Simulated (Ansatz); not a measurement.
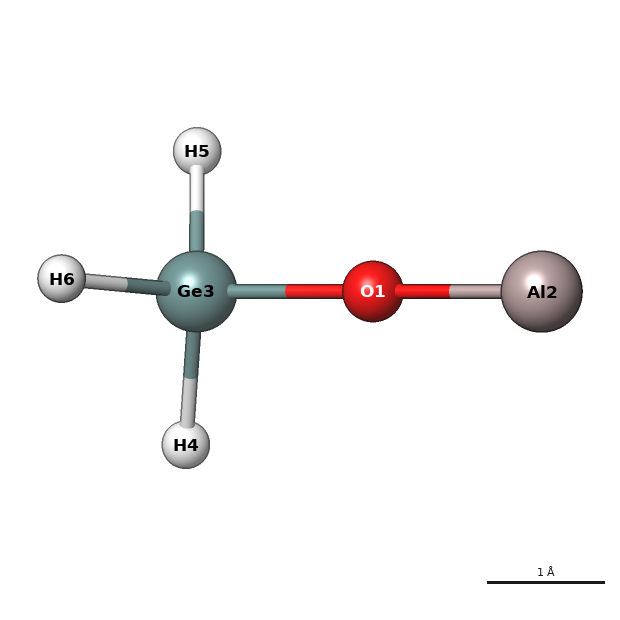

The view is orthographic, and the bar gives the scale. Computed geometry: PBE0-D4/def2-TZVP optimisation. No frequency run is at hand to confirm it as a minimum.

Write Cartesian coordinates in Å in the frame of the picture: x to the right, y up, z towards the viewer, origin at the mean of the atomic positions.

```xyz
6
AlGeH3O
O    0.98   0.00   0.58
Al   2.43   0.00   1.44
Ge  -0.54   0.00  -0.32
H   -0.63  -1.32  -1.11
H   -0.53   1.21  -1.28
H   -1.70   0.11   0.68
```
